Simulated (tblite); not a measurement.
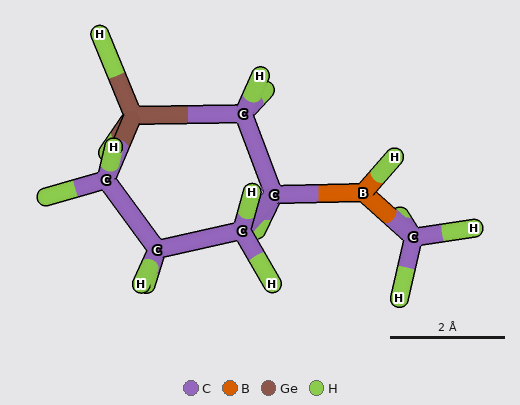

The input geometry (stick view, seen at a tilt). Sticks mark near contacts.

Geometry relaxation of C₆H₁₅BGe (part 1 of 3)

- system: C₆H₁₅BGe, SMILES CB[C@H]1CC[CH2][GeH2][CH2]1
- method: GFN2-xTB geometry optimisation, gas phase (tblite 0.8.0)

It belongs to a series of runs on one base structure; here: constitutional isomer.

## Log
```
step      E/eV     max force
  0    -642.78851    0.809
  1    -642.87626    0.552
  2    -642.93240    0.393
  3    -642.95039    0.283
  4    -642.96484    0.187
  5    -642.97192    0.200
  6    -642.98077    0.252
  7    -642.98665    0.188
  8    -642.99061    0.132
  9    -642.99271    0.096
 10    -642.99400    0.069
 11    -642.99480    0.074
 12    -642.99538    0.060
 13    -642.99582    0.048
 14    -642.99619    0.043
 15    -642.99651    0.036
 16    -642.99676    0.029
 17    -642.99697    0.030
 18    -642.99715    0.035
 19    -642.99732    0.035
 20    -642.99746    0.029
 21    -642.99758    0.019
 22    -642.99768    0.023
 23    -642.99777    0.025
 24    -642.99788    0.029
 25    -642.99798    0.029
 26    -642.99809    0.023
 27    -642.99819    0.026
 28    -642.99829    0.024
 29    -642.99838    0.019
 30    -642.99846    0.017
 31    -642.99854    0.018
 32    -642.99862    0.020
 33    -642.99870    0.023
 34    -642.99878    0.022
 35    -642.99885    0.016
 36    -642.99892    0.019
 37    -642.99900    0.021
 38    -642.99910    0.028
 39    -642.99920    0.022
 40    -642.99930    0.021
 41    -642.99940    0.026
 42    -642.99950    0.034
 43    -642.99962    0.036
 44    -642.99974    0.028
 45    -642.99985    0.024
 46    -642.99995    0.027
 47    -643.00006    0.033
 48    -643.00019    0.031
 49    -643.00031    0.027
 50    -643.00044    0.030
 51    -643.00060    0.036
 52    -643.00082    0.048
 53    -643.00109    0.042
 54    -643.00135    0.030
 55    -643.00156    0.030
 56    -643.00174    0.037
 57    -643.00192    0.036
 58    -643.00211    0.033
 59    -643.00230    0.040
 60    -643.00252    0.042
 61    -643.00281    0.051
 62    -643.00322    0.051
 63    -643.00371    0.051
 64    -643.00420    0.052
 65    -643.00465    0.061
 66    -643.00501    0.073
 67    -643.00536    0.080
 68    -643.00585    0.059
 69    -643.00648    0.036
 70    -643.00675    0.041
 71    -643.00714    0.050
 72    -643.00745    0.050
 73    -643.00781    0.045
 74    -643.00814    0.041
 75    -643.00843    0.042
 76    -643.00874    0.039
 77    -643.00912    0.054
 78    -643.00954    0.056
 79    -643.00992    0.041
 80    -643.01022    0.035
 81    -643.01047    0.037
 82    -643.01071    0.043
 83    -643.01094    0.033
 84    -643.01117    0.038
 85    -643.01147    0.045
 86    -643.01191    0.067
 87    -643.01249    0.090
 88    -643.01303    0.083
 89    -643.01372    0.063
 90    -643.01445    0.056
 91    -643.01540    0.104
 92    -643.01692    0.160
 93    -643.01875    0.156
 94    -643.02048    0.078
 95    -643.02110    0.156
 96    -643.02195    0.100
 97    -643.02248    0.053
 98    -643.02322    0.058
 99    -643.02373    0.044
100    -643.02438    0.048
101    -643.02475    0.035
102    -643.02497    0.036
103    -643.02518    0.038
104    -643.02550    0.047
105    -643.02595    0.054
106    -643.02665    0.042
107    -643.02697    0.037
108    -643.02718    0.026
109    -643.02729    0.018
110    -643.02737    0.016
111    -643.02745    0.014
112    -643.02752    0.012
113    -643.02757    0.014
114    -643.02760    0.016
115    -643.02763    0.015
116    -643.02767    0.014
117    -643.02775    0.019
118    -643.02786    0.021
119    -643.02796    0.024
120    -643.02804    0.026
121    -643.02813    0.032
122    -643.02823    0.019
123    -643.02842    0.018
124    -643.02856    0.028
125    -643.02865    0.025
126    -643.02875    0.028
127    -643.02891    0.025
128    -643.02912    0.028
129    -643.02925    0.029
130    -643.02935    0.023
131    -643.02944    0.022
132    -643.02955    0.020
133    -643.02966    0.020
134    -643.02974    0.024
135    -643.02980    0.019
136    -643.02985    0.016
137    -643.02988    0.011
138    -643.02990    0.009
```

## Trajectory as extended XYZ (Å, eV, eV/Å), 21 of the 139 frames kept, from step=0 to step=138
```
23
Properties=species:S:1:pos:R:3:forces:R:3 step=0 energy=-642.78851
C     3.3637    0.3277   -0.0753   -0.4200  -0.1370   0.3460
B     2.0427   -0.1454    0.6775    0.3370  -0.2160   0.4070
C     0.6048    0.0971    0.0590    0.2500   0.1410  -0.1440
C    -0.1063   -1.2474   -0.2135   -0.0680  -0.3010   0.3230
C    -1.3711   -1.1196   -1.0683   -0.1320  -0.0910  -0.4300
C    -2.5311   -0.4360   -0.3446   -0.4220  -0.3530   0.0470
Ge   -1.9776    1.3333    0.2445   -0.3460   0.6480   0.1320
C    -0.2098    1.0110    1.0006    0.2910   0.2470   0.4310
H     3.3242    1.4275   -0.2132    0.2030  -0.7070  -0.1290
H     4.2483    0.0638    0.5259   -0.1930   0.2540  -0.5880
H     3.4080   -0.1684   -1.0664    0.1730   0.5070   0.5560
H     2.1431   -0.7037    1.7303   -0.1200   0.2170  -0.4110
H     0.7331    0.6288   -0.9038   -0.3400  -0.1870   0.1560
H    -0.3576   -1.7524    0.7549    0.1540   0.4570  -0.6500
H     0.5911   -1.9197   -0.7468   -0.1700   0.2790   0.2010
H    -1.7062   -2.1328   -1.3663    0.2230   0.3460   0.0030
H    -1.1303   -0.5539   -2.0027   -0.1340  -0.3730   0.6080
H    -3.4017   -0.3442   -1.0192    0.2730  -0.3420   0.3180
H    -2.8224   -1.0345    0.5490    0.0610   0.2780  -0.6450
H    -1.8535    2.2761   -0.9684   -0.1720  -0.1430   0.3990
H    -2.9521    1.8998    1.3211    0.3110  -0.0460  -0.5310
H    -0.3430    0.5270    1.9917    0.2890   0.3150  -0.4800
H     0.2989    1.9930    1.1440   -0.0500  -0.7930   0.0830
23
Properties=species:S:1:pos:R:3:forces:R:3 step=7 energy=-642.98665
C     3.3446    0.3141   -0.0421    0.0180   0.0230  -0.0470
B     2.0359   -0.1581    0.6958    0.1800   0.0070  -0.0020
C     0.6056    0.1000    0.0545    0.1070   0.0060   0.0010
C    -0.1116   -1.2341   -0.2107   -0.0430  -0.0580   0.0240
C    -1.3747   -1.1189   -1.0645   -0.0210  -0.0260  -0.0900
C    -2.5396   -0.4367   -0.3518   -0.0480  -0.1790  -0.0340
Ge   -1.9773    1.3415    0.2493   -0.0820   0.1000   0.0350
C    -0.1980    1.0099    1.0004    0.1160   0.0210   0.1120
H     3.3302    1.3890   -0.2289   -0.0430  -0.0080   0.0690
H     4.2713    0.0842    0.4821   -0.0770   0.0200  -0.0080
H     3.4144   -0.1317   -1.0355   -0.0460  -0.0510   0.0280
H     2.1185   -0.7074    1.7335   -0.1010   0.0290  -0.0790
H     0.6852    0.6158   -0.9102    0.0000   0.0210  -0.0290
H    -0.3596   -1.7112    0.7401   -0.0050   0.0160   0.0240
H     0.5872   -1.8926   -0.7362   -0.0090  -0.0090   0.0310
H    -1.6824   -2.1247   -1.3721    0.0220   0.0170   0.0100
H    -1.1347   -0.5645   -1.9768    0.0050   0.0190   0.0000
H    -3.4070   -0.4022   -1.0128    0.0150   0.0030  -0.0220
H    -2.8323   -1.0339    0.5136    0.0100  -0.0180   0.0360
H    -1.8938    2.2855   -0.9176   -0.0320   0.0690  -0.0150
H    -2.9353    1.9277    1.2550   -0.0220   0.0620  -0.0350
H    -0.3009    0.5365    1.9779    0.0140  -0.0680   0.0080
H     0.3494    1.9388    1.1671    0.0420   0.0050  -0.0170
23
Properties=species:S:1:pos:R:3:forces:R:3 step=14 energy=-642.99619
C     3.3456    0.3157   -0.0445   -0.0040   0.0040  -0.0030
B     2.0417   -0.1584    0.6895    0.0060  -0.0070   0.0140
C     0.6126    0.1006    0.0506   -0.0170   0.0050  -0.0240
C    -0.1122   -1.2328   -0.2076   -0.0180  -0.0340   0.0030
C    -1.3728   -1.1215   -1.0672    0.0010   0.0030  -0.0250
C    -2.5417   -0.4475   -0.3528    0.0120  -0.0260  -0.0020
Ge   -1.9768    1.3432    0.2528   -0.0190   0.0230   0.0150
C    -0.1840    1.0083    1.0063   -0.0130   0.0110   0.0100
H     3.3199    1.3913   -0.2199   -0.0110  -0.0010  -0.0140
H     4.2715    0.0903    0.4786   -0.0120  -0.0020   0.0050
H     3.4058   -0.1385   -1.0339    0.0030   0.0180  -0.0070
H     2.0957   -0.7072    1.7244   -0.0020  -0.0210   0.0120
H     0.6834    0.6179   -0.9135    0.0090   0.0190  -0.0380
H    -0.3648   -1.7007    0.7462   -0.0100   0.0120   0.0290
H     0.5850   -1.8987   -0.7241    0.0110  -0.0220   0.0140
H    -1.6724   -2.1284   -1.3788    0.0080   0.0210   0.0100
H    -1.1343   -0.5607   -1.9756    0.0110   0.0110  -0.0050
H    -3.4070   -0.4129   -1.0172    0.0190   0.0150   0.0170
H    -2.8307   -1.0445    0.5148    0.0100   0.0030   0.0010
H    -1.9080    2.3029   -0.9104    0.0080  -0.0130   0.0130
H    -2.9445    1.9526    1.2412    0.0140  -0.0030  -0.0150
H    -0.2862    0.5216    1.9783    0.0060  -0.0080  -0.0120
H     0.3692    1.9343    1.1728   -0.0110  -0.0090   0.0040
23
Properties=species:S:1:pos:R:3:forces:R:3 step=21 energy=-642.99758
C     3.3408    0.3173   -0.0452    0.0100   0.0060  -0.0050
B     2.0388   -0.1605    0.6881   -0.0030  -0.0040  -0.0070
C     0.6127    0.1011    0.0444   -0.0180  -0.0030   0.0050
C    -0.1122   -1.2344   -0.2054   -0.0140  -0.0080   0.0020
C    -1.3685   -1.1208   -1.0700   -0.0070   0.0030   0.0000
C    -2.5357   -0.4488   -0.3510   -0.0070  -0.0020  -0.0060
Ge   -1.9778    1.3433    0.2560    0.0170   0.0090   0.0030
C    -0.1838    1.0067    1.0038    0.0020   0.0060   0.0120
H     3.3120    1.3922   -0.2223   -0.0070   0.0140   0.0080
H     4.2655    0.0926    0.4794    0.0140   0.0070   0.0050
H     3.4047   -0.1330   -1.0359   -0.0040  -0.0090  -0.0060
H     2.0892   -0.7149    1.7211    0.0040  -0.0050  -0.0110
H     0.6848    0.6185   -0.9210   -0.0020  -0.0120   0.0060
H    -0.3716   -1.6893    0.7536   -0.0080   0.0120   0.0030
H     0.5849   -1.9107   -0.7093    0.0020   0.0020   0.0070
H    -1.6702   -2.1264   -1.3830    0.0080   0.0170  -0.0040
H    -1.1280   -0.5563   -1.9762    0.0030  -0.0090   0.0120
H    -3.4018   -0.4083   -1.0128   -0.0060  -0.0100   0.0000
H    -2.8231   -1.0480    0.5157    0.0080   0.0040  -0.0100
H    -1.9058    2.3020   -0.9060    0.0070  -0.0040  -0.0090
H    -2.9460    1.9590    1.2381    0.0070  -0.0120   0.0030
H    -0.2821    0.5135    1.9728   -0.0030   0.0000  -0.0050
H     0.3683    1.9321    1.1755    0.0010  -0.0050  -0.0040
23
Properties=species:S:1:pos:R:3:forces:R:3 step=28 energy=-642.99829
C     3.3396    0.3215   -0.0466   -0.0010   0.0040   0.0010
B     2.0386   -0.1638    0.6833   -0.0070  -0.0020   0.0080
C     0.6110    0.0991    0.0440    0.0000   0.0030   0.0060
C    -0.1171   -1.2352   -0.1993    0.0020   0.0040   0.0010
C    -1.3674   -1.1184   -1.0717    0.0030  -0.0050  -0.0020
C    -2.5345   -0.4467   -0.3533   -0.0030  -0.0150  -0.0040
Ge   -1.9748    1.3445    0.2548    0.0160  -0.0160  -0.0070
C    -0.1826    1.0058    1.0045    0.0080   0.0000   0.0000
H     3.3042    1.3968   -0.2206    0.0000   0.0070  -0.0090
H     4.2654    0.1012    0.4781    0.0050   0.0030   0.0010
H     3.4041   -0.1297   -1.0370    0.0070   0.0090  -0.0070
H     2.0896   -0.7255    1.7119    0.0080  -0.0120   0.0020
H     0.6806    0.6125   -0.9237   -0.0010   0.0020   0.0110
H    -0.3846   -1.6783    0.7632   -0.0030  -0.0080  -0.0150
H     0.5819   -1.9164   -0.6937   -0.0150  -0.0140   0.0100
H    -1.6688   -2.1217   -1.3903   -0.0020  -0.0010  -0.0010
H    -1.1196   -0.5527   -1.9748   -0.0030   0.0030   0.0050
H    -3.4038   -0.4108   -1.0112    0.0020   0.0030  -0.0050
H    -2.8156   -1.0478    0.5140   -0.0090   0.0060   0.0040
H    -1.8981    2.2990   -0.9093   -0.0010   0.0110  -0.0050
H    -2.9418    1.9543    1.2394   -0.0080   0.0090   0.0060
H    -0.2826    0.5093    1.9718    0.0030   0.0160  -0.0050
H     0.3715    1.9300    1.1767   -0.0030  -0.0090   0.0040
23
Properties=species:S:1:pos:R:3:forces:R:3 step=34 energy=-642.99878
C     3.3389    0.3277   -0.0478   -0.0060   0.0010   0.0030
B     2.0402   -0.1675    0.6819    0.0020  -0.0070  -0.0060
C     0.6107    0.0955    0.0461    0.0100  -0.0040   0.0030
C    -0.1219   -1.2373   -0.1949    0.0100  -0.0020   0.0080
C    -1.3671   -1.1186   -1.0732    0.0010   0.0020   0.0060
C    -2.5350   -0.4482   -0.3558    0.0000   0.0210   0.0060
Ge   -1.9713    1.3436    0.2517   -0.0060  -0.0020  -0.0010
C    -0.1802    1.0056    1.0054   -0.0010  -0.0080   0.0000
H     3.2981    1.4029   -0.2229   -0.0010  -0.0010   0.0020
H     4.2662    0.1112    0.4766   -0.0050   0.0100  -0.0030
H     3.4067   -0.1222   -1.0390    0.0000   0.0050   0.0050
H     2.0950   -0.7397    1.7049    0.0090  -0.0010  -0.0070
H     0.6786    0.6100   -0.9210    0.0060  -0.0090  -0.0010
H    -0.3978   -1.6751    0.7669   -0.0050  -0.0030   0.0150
H     0.5744   -1.9280   -0.6790    0.0070   0.0020  -0.0110
H    -1.6673   -2.1202   -1.3970   -0.0060  -0.0090  -0.0020
H    -1.1152   -0.5486   -1.9721   -0.0040   0.0010  -0.0090
H    -3.4045   -0.4120   -1.0134    0.0030   0.0050  -0.0020
H    -2.8159   -1.0458    0.5140   -0.0080  -0.0030  -0.0080
H    -1.8926    2.3004   -0.9125   -0.0030  -0.0040   0.0120
H    -2.9382    1.9529    1.2389    0.0000   0.0080  -0.0100
H    -0.2819    0.5123    1.9734   -0.0040  -0.0060   0.0120
H     0.3753    1.9282    1.1790    0.0000   0.0040  -0.0130
23
Properties=species:S:1:pos:R:3:forces:R:3 step=41 energy=-642.99940
C     3.3366    0.3387   -0.0490    0.0030   0.0030   0.0000
B     2.0446   -0.1764    0.6789    0.0070   0.0050   0.0050
C     0.6119    0.0861    0.0512    0.0020  -0.0040  -0.0050
C    -0.1268   -1.2436   -0.1869   -0.0050   0.0010  -0.0090
C    -1.3668   -1.1190   -1.0728   -0.0130   0.0010   0.0040
C    -2.5354   -0.4462   -0.3589   -0.0100   0.0150   0.0060
Ge   -1.9666    1.3422    0.2516   -0.0220   0.0130   0.0000
C    -0.1770    1.0008    1.0077   -0.0050   0.0050  -0.0080
H     3.2862    1.4132   -0.2243   -0.0150   0.0020   0.0040
H     4.2661    0.1320    0.4752    0.0020   0.0040   0.0000
H     3.4102   -0.1099   -1.0403   -0.0010  -0.0010   0.0020
H     2.1109   -0.7622    1.6929   -0.0010  -0.0080   0.0040
H     0.6809    0.5987   -0.9167   -0.0070  -0.0030  -0.0070
H    -0.4133   -1.6735    0.7760    0.0130  -0.0070  -0.0080
H     0.5674   -1.9405   -0.6654    0.0010  -0.0010   0.0040
H    -1.6694   -2.1181   -1.4020   -0.0020  -0.0120   0.0070
H    -1.1123   -0.5465   -1.9697    0.0160  -0.0060   0.0040
H    -3.4022   -0.4056   -1.0195   -0.0010   0.0090  -0.0120
H    -2.8239   -1.0437    0.5082    0.0000  -0.0090   0.0000
H    -1.8875    2.3011   -0.9102    0.0090  -0.0050  -0.0020
H    -2.9354    1.9591    1.2323    0.0030  -0.0030   0.0030
H    -0.2813    0.5151    1.9796    0.0160  -0.0050  -0.0030
H     0.3782    1.9250    1.1720    0.0120   0.0060   0.0090
23
Properties=species:S:1:pos:R:3:forces:R:3 step=48 energy=-643.00019
C     3.3324    0.3542   -0.0476    0.0020   0.0060  -0.0050
B     2.0495   -0.1874    0.6771    0.0010   0.0020  -0.0030
C     0.6133    0.0749    0.0545   -0.0100  -0.0140  -0.0090
C    -0.1329   -1.2519   -0.1778   -0.0180  -0.0040  -0.0080
C    -1.3694   -1.1207   -1.0691    0.0040  -0.0060  -0.0040
C    -2.5399   -0.4398   -0.3634    0.0200  -0.0210  -0.0100
Ge   -1.9635    1.3441    0.2536    0.0120  -0.0030   0.0100
C    -0.1713    0.9979    1.0076    0.0090  -0.0050   0.0020
H     3.2596    1.4274   -0.2231   -0.0060   0.0050   0.0010
H     4.2672    0.1647    0.4737   -0.0070   0.0070   0.0110
H     3.4138   -0.0934   -1.0388   -0.0030   0.0000  -0.0030
H     2.1295   -0.7943    1.6780   -0.0210   0.0010  -0.0010
H     0.6805    0.5816   -0.9169    0.0030   0.0060   0.0010
H    -0.4245   -1.6776    0.7855    0.0110   0.0040  -0.0050
H     0.5582   -1.9558   -0.6517   -0.0110   0.0120   0.0040
H    -1.6766   -2.1187   -1.3998    0.0030   0.0130   0.0130
H    -1.1017   -0.5508   -1.9641   -0.0100  -0.0100   0.0030
H    -3.3999   -0.3897   -1.0332    0.0140   0.0010   0.0070
H    -2.8385   -1.0425    0.4969   -0.0120   0.0180   0.0000
H    -1.8749    2.2995   -0.9101    0.0050   0.0020  -0.0030
H    -2.9330    1.9683    1.2303    0.0170  -0.0110  -0.0020
H    -0.2705    0.5157    1.9818   -0.0030   0.0020   0.0010
H     0.3876    1.9214    1.1665    0.0020  -0.0040   0.0010
23
Properties=species:S:1:pos:R:3:forces:R:3 step=55 energy=-643.00156
C     3.3192    0.3867   -0.0440   -0.0060   0.0020   0.0090
B     2.0530   -0.2073    0.6685   -0.0090   0.0040   0.0010
C     0.6149    0.0528    0.0539   -0.0110   0.0110   0.0000
C    -0.1449   -1.2671   -0.1647    0.0120  -0.0100  -0.0020
C    -1.3741   -1.1296   -1.0623    0.0030  -0.0100   0.0010
C    -2.5398   -0.4282   -0.3711   -0.0130  -0.0190  -0.0160
Ge   -1.9431    1.3440    0.2556    0.0100   0.0030  -0.0010
C    -0.1531    0.9884    1.0088   -0.0070   0.0020   0.0080
H     3.2044    1.4559   -0.2215    0.0040   0.0000  -0.0010
H     4.2584    0.2329    0.4810   -0.0050   0.0020   0.0030
H     3.4186   -0.0599   -1.0346    0.0140   0.0050   0.0130
H     2.1373   -0.8481    1.6475    0.0160   0.0070  -0.0030
H     0.6787    0.5567   -0.9191   -0.0030   0.0010  -0.0070
H    -0.4386   -1.6820    0.8023   -0.0150   0.0110  -0.0030
H     0.5381   -1.9818   -0.6316    0.0210  -0.0120  -0.0070
H    -1.6908   -2.1258   -1.3878   -0.0060   0.0030   0.0050
H    -1.0917   -0.5688   -1.9588   -0.0250  -0.0160   0.0010
H    -3.3840   -0.3581   -1.0576   -0.0230   0.0150  -0.0110
H    -2.8737   -1.0257    0.4795    0.0250   0.0010   0.0110
H    -1.8444    2.2953   -0.9095    0.0060   0.0200  -0.0040
H    -2.9095    1.9722    1.2301    0.0020   0.0070   0.0110
H    -0.2513    0.5142    1.9868    0.0010  -0.0050  -0.0030
H     0.4117    1.9101    1.1588    0.0080  -0.0190  -0.0050
23
Properties=species:S:1:pos:R:3:forces:R:3 step=62 energy=-643.00322
C     3.3030    0.4272   -0.0342    0.0040   0.0010   0.0030
B     2.0539   -0.2238    0.6578    0.0100  -0.0120  -0.0130
C     0.6131    0.0262    0.0484    0.0170   0.0390   0.0150
C    -0.1579   -1.2874   -0.1571    0.0140   0.0230   0.0130
C    -1.3836   -1.1469   -1.0582   -0.0160   0.0110  -0.0120
C    -2.5408   -0.4165   -0.3843   -0.0150   0.0350   0.0330
Ge   -1.9209    1.3468    0.2541    0.0360   0.0130  -0.0070
C    -0.1345    0.9733    1.0090   -0.0110   0.0070  -0.0050
H     3.1456    1.4894   -0.2197    0.0130   0.0020   0.0030
H     4.2420    0.3118    0.5005   -0.0050   0.0130   0.0190
H     3.4344   -0.0203   -1.0207    0.0080   0.0010   0.0030
H     2.1560   -0.8998    1.6112    0.0090   0.0130  -0.0050
H     0.6712    0.5305   -0.9250   -0.0030  -0.0150  -0.0110
H    -0.4605   -1.6815    0.8155   -0.0110  -0.0240  -0.0010
H     0.5244   -2.0126   -0.6095   -0.0300  -0.0210  -0.0110
H    -1.7138   -2.1425   -1.3684   -0.0210  -0.0280  -0.0030
H    -1.0981   -0.6033   -1.9623    0.0290  -0.0040  -0.0420
H    -3.3752   -0.3194   -1.0810    0.0030  -0.0290   0.0090
H    -2.8976   -1.0032    0.4639   -0.0040  -0.0080   0.0130
H    -1.8038    2.3066   -0.9061   -0.0060  -0.0030   0.0290
H    -2.8766    1.9804    1.2367   -0.0060   0.0060  -0.0090
H    -0.2309    0.5049    1.9905   -0.0020  -0.0040  -0.0230
H     0.4460    1.8872    1.1489   -0.0150  -0.0160   0.0030
```
